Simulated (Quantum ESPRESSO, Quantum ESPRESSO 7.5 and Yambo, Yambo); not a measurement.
## KF (Carobbiite): G0W0 with Yambo, start to end

How does a plane-wave GW calculation on KF (Carobbiite) run from the first input to the gap?

Method: PBE and many-body steps on it, plane waves, in Quantum ESPRESSO 7.5 and Yambo 5.3.0.

## Step 1: Set-up

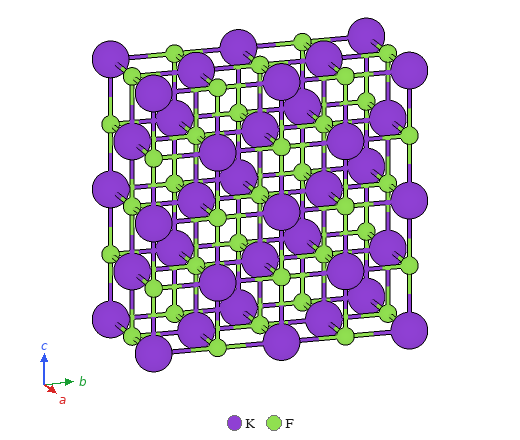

The starting structure, seen slightly off an axis (potassium purple, fluorine green). 1×2×2 cells are drawn. This picture shows the conventional cell, with its axes. Some periodic images of atoms are drawn too.

The cell and positions come from the Crystallography Open Database and are kept as given unless a step says otherwise.

## Step 2: Ground state

This step: Quantum ESPRESSO 7.5; DFT, PBE, plane waves, norm-conserving pseudopotentials.

The ground-state density comes first.

pw.in reads:

```
&control
  calculation = 'scf'
  prefix = 'x'
  outdir = 'o'
  pseudo_dir = 'pseudo'
/
&system
  ibrav = 0
  nat = 2
  ntyp = 2
  ecutwfc = 72.0
  nbnd = 13
  force_symmorphic = .true.
/
&electrons
  conv_thr = 1e-10
  electron_maxstep = 80
  mixing_beta = 0.5
/
ATOMIC_SPECIES
  K 39.098 K.upf
  F 18.998 F.upf
CELL_PARAMETERS angstrom
  -0.0000000000 2.6718500000 2.6718500000
  2.6718500000 -0.0000000000 2.6718500000
  2.6718500000 2.6718500000 0.0000000000
ATOMIC_POSITIONS crystal
  K 0.0000000000 0.0000000000 0.0000000000
  F 0.5000000000 0.5000000000 0.5000000000
K_POINTS automatic
  6 6 6 0 0 0
```

Run with:

```bash
$ OMP_NUM_THREADS=1 mpirun -n 4 pw.x -nk 4 -in pw.in > pw.out
```

Output:

```text
Program PWSCF v.7.5 starts

     This program is part of the open-source Quantum ESPRESSO suite
     for quantum simulation of materials; please cite
         "P. Giannozzi et al., J. Phys.:Condens. Matter 21 395502 (2009);
         "P. Giannozzi et al., J. Phys.:Condens. Matter 29 465901 (2017);
         "P. Giannozzi et al., J. Chem. Phys. 152 154105 (2020);
     in publications or presentations arising from this work. More details at
     Message from routine setup:
     using ibrav=0 with symmetry is DISCOURAGED, use correct ibrav instead

     G-vector sticks info

     bravais-lattice index     =            0
     lattice parameter (alat)  =       7.1405  a.u.
     unit-cell volume          =     257.4322 (a.u.)^3
     number of atoms/cell      =            2
     number of atomic types    =            2
     number of electrons       =        16.00
     number of Kohn-Sham states=           13
     kinetic-energy cutoff     =      72.0000  Ry
     charge density cutoff     =     288.0000  Ry
     scf convergence threshold =      1.0E-10
     mixing beta               =       0.5000
     number of iterations used =            8  plain     mixing
     Exchange-correlation= PBE
                           (   1   4   3   4   0   0   0)

     celldm(1)=   7.140456  celldm(2)=   0.000000  celldm(3)=   0.000000
     celldm(4)=   0.000000  celldm(5)=   0.000000  celldm(6)=   0.000000

     crystal axes: (cart. coord. in units of alat)
               a(1) = (  -0.000000   0.707107   0.707107 )
               a(2) = (   0.707107  -0.000000   0.707107 )
               a(3) = (   0.707107   0.707107   0.000000 )

     reciprocal axes: (cart. coord. in units 2 pi/alat)
               b(1) = ( -0.707107  0.707107  0.707107 )
               b(2) = (  0.707107 -0.707107  0.707107 )
               b(3) = (  0.707107  0.707107 -0.707107 )
     Pseudo is Norm-conserving + core correction, Zval =  9.0
     Generated using ONCVPSP code by D. R. Hamann
     Using radial grid of 2222 points,  6 beta functions with:
     Pseudo is Norm-conserving + core correction, Zval =  7.0
     Generated using ONCVPSP code by D. R. Hamann
     Using radial grid of  832 points,  5 beta functions with:
     K                 9.00    39.09800     K ( 1.00)
     F                 7.00    18.99800     F ( 1.00)

     48 Sym. Ops., with inversion, found

   Cartesian axes

     site n.     atom                  positions (alat units)
         1        K      tau(   1) = (   0.0000000   0.0000000   0.0000000  )
         2        F      tau(   2) = (   0.7071068   0.7071068   0.7071068  )

     number of k points=    16
                       cart. coord. in units 2pi/alat
        k(    1) = (   0.0000000   0.0000000   0.0000000), wk =   0.0092593
        k(    2) = (   0.1178511   0.1178511  -0.1178511), wk =   0.0740741
        k(    3) = (   0.2357023   0.2357023  -0.2357023), wk =   0.0740741
        k(    4) = (  -0.3535534  -0.3535534   0.3535534), wk =   0.0370370
        k(    5) = (   0.2357023   0.0000000  -0.0000000), wk =   0.0555556
        k(    6) = (   0.3535534   0.1178511  -0.1178511), wk =   0.2222222
        k(    7) = (  -0.2357023  -0.4714045   0.4714045), wk =   0.2222222
        k(    8) = (  -0.1178511  -0.3535534   0.3535534), wk =   0.2222222
        k(    9) = (   0.0000000  -0.2357023   0.2357023), wk =   0.1111111
        k(   10) = (   0.4714045   0.0000000  -0.0000000), wk =   0.0555556
     [... 4 further rows ...]
        k(   15) = (  -0.1178511  -0.3535534   0.5892557), wk =   0.2222222
        k(   16) = (  -0.7071068   0.2357023   0.0000000), wk =   0.1111111

     Dense  grid:    21187 G-vectors     FFT dimensions: (  40,  40,  40)

     Initial potential from superposition of free atoms

     starting charge      15.9808, renormalised to      16.0000
     Starting wfcs are    9 randomized atomic wfcs +    4 random wfcs

     per-process dynamical memory:    19.1 Mb

     Self-consistent Calculation

     iteration #  1     ecut=    72.00 Ry     beta= 0.50

     total energy              =    -109.56124061 Ry
     estimated scf accuracy    <       0.27429892 Ry

     iteration #  2     ecut=    72.00 Ry     beta= 0.50

     total energy              =    -109.63747436 Ry
     estimated scf accuracy    <       0.06036261 Ry

     iteration #  3     ecut=    72.00 Ry     beta= 0.50

     total energy              =    -109.64786592 Ry
     estimated scf accuracy    <       0.00379029 Ry

     iteration #  4     ecut=    72.00 Ry     beta= 0.50

     total energy              =    -109.64818342 Ry
     estimated scf accuracy    <       0.00016829 Ry

     iteration #  5     ecut=    72.00 Ry     beta= 0.50

     total energy              =    -109.64822993 Ry
     estimated scf accuracy    <       0.00002292 Ry

     iteration #  6     ecut=    72.00 Ry     beta= 0.50

     total energy              =    -109.64823453 Ry
     estimated scf accuracy    <       0.00000945 Ry

     iteration #  7     ecut=    72.00 Ry     beta= 0.50

     total energy              =    -109.64823592 Ry
     estimated scf accuracy    <       0.00000002 Ry

     iteration #  8     ecut=    72.00 Ry     beta= 0.50

     total energy              =    -109.64823593 Ry
     estimated scf accuracy    <          4.7E-09 Ry

     iteration #  9     ecut=    72.00 Ry     beta= 0.50

     total energy              =    -109.64823593 Ry
     estimated scf accuracy    <          2.7E-10 Ry

     iteration # 10     ecut=    72.00 Ry     beta= 0.50

     End of self-consistent calculation

          k = 0.0000 0.0000 0.0000 (  2685 PWs)   bands (ev):

   -24.5780 -17.0623  -7.8279  -7.8279  -7.8279   1.5366   1.5366   1.5366
     7.7360  12.2308  12.2308  12.2308  13.8583

          k = 0.1179 0.1179-0.1179 (  2671 PWs)   bands (ev):

   -24.5547 -17.0838  -7.8973  -7.8372  -7.8372   1.3074   1.4475   1.4475
     8.4759  11.8529  12.5839  12.5839  14.1048

          k = 0.2357 0.2357-0.2357 (  2659 PWs)   bands (ev):

   -24.5076 -17.1276  -8.0340  -7.8555  -7.8555   0.9212   1.2754   1.2754
    10.0224  11.6413  13.2845  13.2845  14.8937

          k =-0.3536-0.3536 0.3536 (  2638 PWs)   bands (ev):

     [... further k-points ...]

     highest occupied, lowest unoccupied level (ev):     1.5366    7.7360

!    total energy              =    -109.64823593 Ry
     estimated scf accuracy    <          5.9E-12 Ry

     The total energy is the sum of the following terms:
     one-electron contribution =     -41.34050974 Ry
     hartree contribution      =      28.32769434 Ry
     xc contribution           =     -24.01420750 Ry
     ewald contribution        =     -72.62121304 Ry

     convergence has been achieved in  10 iterations

     XML data file, charge density, pseudopotentials, collected wavefunctions

=------------------------------------------------------------------------------=
   JOB DONE.
=------------------------------------------------------------------------------=
```

Elapsed: 3 s, on 4 MPI ranks of Arm Neoverse V2, shared host; peak memory 0.23 GiB.

This step gave:

| Item | Value |
| --- | --- |
| total energy | -1491.8402 eV |
| gap | 6.199 eV |
| k of the valence top | 0, 0, 0 |
| k of the conduction bottom | 0, 0, 0 |
| least direct gap | 6.199 eV |

The gap is direct, at Γ.

## Step 3: Bands along the symmetry lines

Levels along a band path, at the cheap level, show where the edges lie and whether the meshes to come will hold them.

pw.in reads:

```
&control
  calculation = 'bands'
  prefix = 'x'
  outdir = 'o'
  pseudo_dir = 'pseudo'
/
&system
  ibrav = 0
  nat = 2
  ntyp = 2
  ecutwfc = 72.0
  nbnd = 14
  force_symmorphic = .true.
/
&electrons
  conv_thr = 1e-9
  electron_maxstep = 80
  diago_full_acc = .true.
  diago_thr_init = 5e-6
/
ATOMIC_SPECIES
  K 39.098 K.upf
  F 18.998 F.upf
CELL_PARAMETERS angstrom
  -0.0000000000 2.6718500000 2.6718500000
  2.6718500000 -0.0000000000 2.6718500000
  2.6718500000 2.6718500000 0.0000000000
ATOMIC_POSITIONS crystal
  K 0.0000000000 0.0000000000 0.0000000000
  F 0.5000000000 0.5000000000 0.5000000000
K_POINTS crystal
  50
  0.00000000 0.00000000 0.00000000 1
  0.06250000 0.00000000 0.06250000 1
  0.12500000 0.00000000 0.12500000 1
  0.18750000 0.00000000 0.18750000 1
  0.25000000 0.00000000 0.25000000 1
  0.31250000 0.00000000 0.31250000 1
  0.37500000 0.00000000 0.37500000 1
  0.43750000 0.00000000 0.43750000 1
  0.50000000 0.00000000 0.50000000 1
  0.51562500 0.03125000 0.51562500 1
  0.53125000 0.06250000 0.53125000 1
  0.54687500 0.09375000 0.54687500 1
  0.56250000 0.12500000 0.56250000 1
  0.57812500 0.15625000 0.57812500 1
  0.59375000 0.18750000 0.59375000 1
  0.60937500 0.21875000 0.60937500 1
  0.62500000 0.25000000 0.62500000 1
  0.37500000 0.37500000 0.75000000 1
  0.32812500 0.32812500 0.65625000 1
  0.28125000 0.28125000 0.56250000 1
  0.23437500 0.23437500 0.46875000 1
  0.18750000 0.18750000 0.37500000 1
  0.14062500 0.14062500 0.28125000 1
  0.09375000 0.09375000 0.18750000 1
  0.04687500 0.04687500 0.09375000 1
  0.00000000 0.00000000 0.00000000 1
  0.06250000 0.06250000 0.06250000 1
  0.12500000 0.12500000 0.12500000 1
  0.18750000 0.18750000 0.18750000 1
  0.25000000 0.25000000 0.25000000 1
  0.31250000 0.31250000 0.31250000 1
  0.37500000 0.37500000 0.37500000 1
  0.43750000 0.43750000 0.43750000 1
  0.50000000 0.50000000 0.50000000 1
  0.50000000 0.46875000 0.53125000 1
  0.50000000 0.43750000 0.56250000 1
  0.50000000 0.40625000 0.59375000 1
  0.50000000 0.37500000 0.62500000 1
  0.50000000 0.34375000 0.65625000 1
  0.50000000 0.31250000 0.68750000 1
  0.50000000 0.28125000 0.71875000 1
  0.50000000 0.25000000 0.75000000 1
  0.50000000 0.21875000 0.71875000 1
  0.50000000 0.18750000 0.68750000 1
  0.50000000 0.15625000 0.65625000 1
  0.50000000 0.12500000 0.62500000 1
  0.50000000 0.09375000 0.59375000 1
  0.50000000 0.06250000 0.56250000 1
  0.50000000 0.03125000 0.53125000 1
  0.50000000 0.00000000 0.50000000 1
```

Output:

```text
[banner, memory and clock lines left out]
Program PWSCF v.7.5 starts

     Atomic positions and unit cell read from directory:
     o/x.save/

     Message from routine setup:
     using ibrav=0 with symmetry is DISCOURAGED, use correct ibrav instead

     G-vector sticks info

     bravais-lattice index     =            0
     lattice parameter (alat)  =       7.1405  a.u.
     unit-cell volume          =     257.4322 (a.u.)^3
     number of atoms/cell      =            2
     number of atomic types    =            2
     number of electrons       =        16.00
     number of Kohn-Sham states=           14
     kinetic-energy cutoff     =      72.0000  Ry
     charge density cutoff     =     288.0000  Ry
     Exchange-correlation= PBE
                           (   1   4   3   4   0   0   0)

     celldm(1)=   7.140456  celldm(2)=   0.000000  celldm(3)=   0.000000
     celldm(4)=   0.000000  celldm(5)=   0.000000  celldm(6)=   0.000000

     crystal axes: (cart. coord. in units of alat)
               a(1) = (  -0.000000   0.707107   0.707107 )
               a(2) = (   0.707107  -0.000000   0.707107 )
               a(3) = (   0.707107   0.707107   0.000000 )

     reciprocal axes: (cart. coord. in units 2 pi/alat)
               b(1) = ( -0.707107  0.707107  0.707107 )
               b(2) = (  0.707107 -0.707107  0.707107 )
               b(3) = (  0.707107  0.707107 -0.707107 )
     Pseudo is Norm-conserving + core correction, Zval =  9.0
     Generated using ONCVPSP code by D. R. Hamann
     Using radial grid of 2222 points,  6 beta functions with:
     Pseudo is Norm-conserving + core correction, Zval =  7.0
     Generated using ONCVPSP code by D. R. Hamann
     Using radial grid of  832 points,  5 beta functions with:
     K                 9.00    39.09800     K ( 1.00)
     F                 7.00    18.99800     F ( 1.00)

     48 Sym. Ops., with inversion, found

   Cartesian axes

     site n.     atom                  positions (alat units)
         1        K      tau(   1) = (   0.0000000   0.0000000   0.0000000  )
         2        F      tau(   2) = (   0.7071068   0.7071068   0.7071068  )

     number of k points=    50
                       cart. coord. in units 2pi/alat
        k(    1) = (   0.0000000   0.0000000   0.0000000), wk =   0.0400000
        k(    2) = (   0.0000000   0.0883883   0.0000000), wk =   0.0400000
        k(    3) = (   0.0000000   0.1767767   0.0000000), wk =   0.0400000
[...]
[... 38 further rows ...]
        k(   49) = (   0.0441942   0.7071068   0.0000000), wk =   0.0400000
        k(   50) = (   0.0000000   0.7071068   0.0000000), wk =   0.0400000

     Dense  grid:    21187 G-vectors     FFT dimensions: (  40,  40,  40)

     The potential is recalculated from file :
     o/x.save/charge-density

     Starting wfcs are    9 randomized atomic wfcs +    5 random wfcs

     Band Structure Calculation

     End of band structure calculation

          k = 0.0000 0.0000 0.0000 (  2685 PWs)   bands (ev):

   -24.5780 -17.0623  -7.8279  -7.8279  -7.8279   1.5366   1.5366   1.5366
     7.7360  12.2308  12.2308  12.2308  13.8583  13.8583

          k = 0.0000 0.0884 0.0000 (  2693 PWs)   bands (ev):

   -24.5733 -17.0665  -7.8359  -7.8359  -7.8306   1.4641   1.5313   1.5313
     7.8827  12.0766  12.3321  12.3321  13.8969  13.9085

          k = 0.0000 0.1768 0.0000 (  2689 PWs)   bands (ev):

   -24.5601 -17.0770  -7.8586  -7.8586  -7.8468   1.2960   1.5182   1.5182
     8.2836  11.6892  12.6257  12.6257  14.0092  14.0256

          k =-0.0000 0.2652 0.0000 (  2666 PWs)   bands (ev):

[...]
k = 0.0000 0.4419-0.0000 (  2650 PWs)   bands (ev):

[...]
k =-0.0000 0.5303 0.0000 (  2658 PWs)   bands (ev):

[...]
k = 0.0000 0.6187-0.0000 (  2650 PWs)   bands (ev):

[...]
k = 0.4640 0.4640-0.0000 (  2650 PWs)   bands (ev):

[...]
k = 0.3315 0.3315-0.0000 (  2650 PWs)   bands (ev):

[...]
k = 0.3094 0.7071-0.0000 (  2648 PWs)   bands (ev):

[...]
k = 0.2210 0.7071-0.0000 (  2654 PWs)   bands (ev):

[...]
k = 0.1768 0.7071-0.0000 (  2648 PWs)   bands (ev):

[...]
k = 0.0442 0.7071 0.0000 (  2660 PWs)   bands (ev):

   -24.4629 -17.0804  -8.3803  -8.0415  -8.0335   1.3295   1.4680   1.4786
     9.7987  11.8937  13.2933  15.0563  15.6248  15.6822

          k = 0.0000 0.7071 0.0000 (  2650 PWs)   bands (ev):

   -24.4630 -17.0794  -8.3835  -8.0381  -8.0381   1.3290   1.4816   1.4816
     9.7709  11.8646  13.3544  15.0554  15.6245  15.6246

     XML data file, pseudopotentials, collected wavefunctions
```

Run time: 3.2 s. Hardware: 4 MPI ranks; peak memory 0.2 GiB; 13 s of CPU time.

Numbers from this step:

```yaml
gap: 6.199 eV
k_of_the_valence_top: 0, 0, 0
k_of_the_conduction_bottom: 0, 0, 0
least_direct_gap: 6.199 eV
```

The gap is 6.199 eV, as in the run before at this level.

Electronic bands along the path, in eV, zero at the top of the highest filled band; v1 is the highest filled band, c1 the lowest empty one:

| point | v4 | v3 | v2 | v1 | c1 | c2 | c3 | c4 |
| --- | --- | --- | --- | --- | --- | --- | --- | --- |
| Γ | -9.36 | 0.00 | 0.00 | 0.00 | 6.20 | 10.69 | 10.69 | 10.69 |
| X | -9.57 | -0.21 | -0.06 | -0.06 | 8.23 | 10.33 | 11.82 | 13.52 |
| U | -9.51 | -0.33 | -0.19 | -0.19 | 8.98 | 10.74 | 11.08 | 13.51 |
| jump to K | -9.51 | -0.33 | -0.19 | -0.19 | 8.98 | 10.74 | 11.08 | 13.51 |
| Γ | -9.36 | 0.00 | 0.00 | 0.00 | 6.20 | 10.69 | 10.69 | 10.69 |
| L | -9.40 | -0.78 | -0.34 | -0.34 | 9.09 | 10.63 | 12.05 | 12.05 |
| W | -9.45 | -0.40 | -0.16 | -0.16 | 9.75 | 9.75 | 11.21 | 13.35 |
| X | -9.57 | -0.21 | -0.06 | -0.06 | 8.23 | 10.33 | 11.82 | 13.52 |

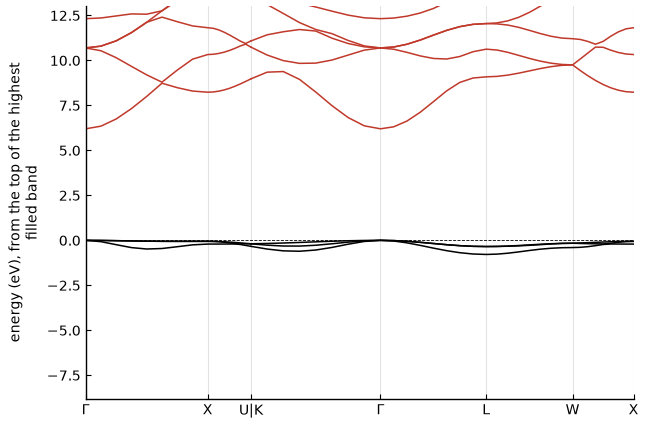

Electronic bands along the path; lines of filled and empty bands in two colours.

## Step 4: Empty states on the mesh, 4×4×4 mesh, 64 bands

The sums over transitions need many empty states on a uniform mesh; this step solves for them.

pw.in reads:

```
&control
  calculation = 'nscf'
  prefix = 'x'
  outdir = 'o'
  pseudo_dir = 'pseudo'
/
&system
  ibrav = 0
  nat = 2
  ntyp = 2
  ecutwfc = 72.0
  nbnd = 64
  force_symmorphic = .true.
/
&electrons
  conv_thr = 1e-9
  electron_maxstep = 80
  diago_full_acc = .true.
  diago_thr_init = 5e-6
/
ATOMIC_SPECIES
  K 39.098 K.upf
  F 18.998 F.upf
CELL_PARAMETERS angstrom
  -0.0000000000 2.6718500000 2.6718500000
  2.6718500000 -0.0000000000 2.6718500000
  2.6718500000 2.6718500000 0.0000000000
ATOMIC_POSITIONS crystal
  K 0.0000000000 0.0000000000 0.0000000000
  F 0.5000000000 0.5000000000 0.5000000000
K_POINTS automatic
  4 4 4 0 0 0
```

Output:

```text
[banner, memory and clock lines left out]
Program PWSCF v.7.5 starts

     Atomic positions and unit cell read from directory:
     o/x.save/

     Message from routine setup:
     using ibrav=0 with symmetry is DISCOURAGED, use correct ibrav instead

     G-vector sticks info

     bravais-lattice index     =            0
     lattice parameter (alat)  =       7.1405  a.u.
     unit-cell volume          =     257.4322 (a.u.)^3
     number of atoms/cell      =            2
     number of atomic types    =            2
     number of electrons       =        16.00
     number of Kohn-Sham states=           64
     kinetic-energy cutoff     =      72.0000  Ry
     charge density cutoff     =     288.0000  Ry
     Exchange-correlation= PBE
                           (   1   4   3   4   0   0   0)

     celldm(1)=   7.140456  celldm(2)=   0.000000  celldm(3)=   0.000000
     celldm(4)=   0.000000  celldm(5)=   0.000000  celldm(6)=   0.000000

     crystal axes: (cart. coord. in units of alat)
               a(1) = (  -0.000000   0.707107   0.707107 )
               a(2) = (   0.707107  -0.000000   0.707107 )
               a(3) = (   0.707107   0.707107   0.000000 )

     reciprocal axes: (cart. coord. in units 2 pi/alat)
               b(1) = ( -0.707107  0.707107  0.707107 )
               b(2) = (  0.707107 -0.707107  0.707107 )
               b(3) = (  0.707107  0.707107 -0.707107 )
     Pseudo is Norm-conserving + core correction, Zval =  9.0
     Generated using ONCVPSP code by D. R. Hamann
     Using radial grid of 2222 points,  6 beta functions with:
     Pseudo is Norm-conserving + core correction, Zval =  7.0
     Generated using ONCVPSP code by D. R. Hamann
     Using radial grid of  832 points,  5 beta functions with:
     K                 9.00    39.09800     K ( 1.00)
     F                 7.00    18.99800     F ( 1.00)

     48 Sym. Ops., with inversion, found

   Cartesian axes

     site n.     atom                  positions (alat units)
         1        K      tau(   1) = (   0.0000000   0.0000000   0.0000000  )
         2        F      tau(   2) = (   0.7071068   0.7071068   0.7071068  )

     number of k points=     8
                       cart. coord. in units 2pi/alat
        k(    1) = (   0.0000000   0.0000000   0.0000000), wk =   0.0312500
        k(    2) = (   0.1767767   0.1767767  -0.1767767), wk =   0.2500000
        k(    3) = (  -0.3535534  -0.3535534   0.3535534), wk =   0.1250000
[...]
k(    7) = (  -0.7071068   0.0000000   0.0000000), wk =   0.0937500
        k(    8) = (  -0.7071068   0.3535534   0.0000000), wk =   0.1875000

     Dense  grid:    21187 G-vectors     FFT dimensions: (  40,  40,  40)

     The potential is recalculated from file :
     o/x.save/charge-density

     Starting wfcs are    9 randomized atomic wfcs +   55 random wfcs

     Band Structure Calculation

     End of band structure calculation

          k = 0.0000 0.0000 0.0000 (  2685 PWs)   bands (ev):

   -24.5780 -17.0623  -7.8279  -7.8279  -7.8279   1.5366   1.5366   1.5366
     7.7360  12.2308  12.2308  12.2308  13.8583  13.8583  18.4361  25.8136
    25.8136  25.8136  25.8414  25.8414  25.8414  28.3039  28.3039  28.3039
[...]
k = 0.1768 0.1768-0.1768 (  2656 PWs)   bands (ev):

[...]
k =-0.3536-0.3536 0.3536 (  2638 PWs)   bands (ev):

[...]
56.7705  57.0287  60.7560  60.7560  64.8151  65.0677  65.0677  68.4920
    69.6257  69.6257  70.4809  70.4809  71.3510  71.3510  72.4556  72.4556

          k = 0.3536 0.0000 0.0000 (  2650 PWs)   bands (ev):

     [... further k-points ...]

     highest occupied, lowest unoccupied level (ev):     1.5366    7.7360

     XML data file, pseudopotentials, collected wavefunctions
```

The job ended after 2.8 s (4 MPI ranks; peak memory 0.25 GiB; 11 s of CPU time).

This step gave:

```yaml
gap: 6.199 eV
k_of_the_valence_top: 0, 0, 0
k_of_the_conduction_bottom: 0, 0, 0
least_direct_gap: 6.199 eV
k_points_computed: 8
lowest_point_of_the_top_converged_band_above_the_valence_top: 66.1351 eV
```

On this mesh the gap is 6.199 eV.

[end of part 1 of 2]

[Paths, hosts, dates, memory and timing lines, banners, echoed tables and standing remarks are left out of the program output.]

[Logs are printed without paths, hosts, clocks, repeated set-up lines and the standing remarks that a program may print on its own settings, such as how far it seeks lower states.]

[Runs of the session that timed out or met a known fault of the program may be left out.]

[Hosts, paths, dates, database ids (printed as entryN), source tags and the programs' standing remarks are cut or masked in the printed files.]
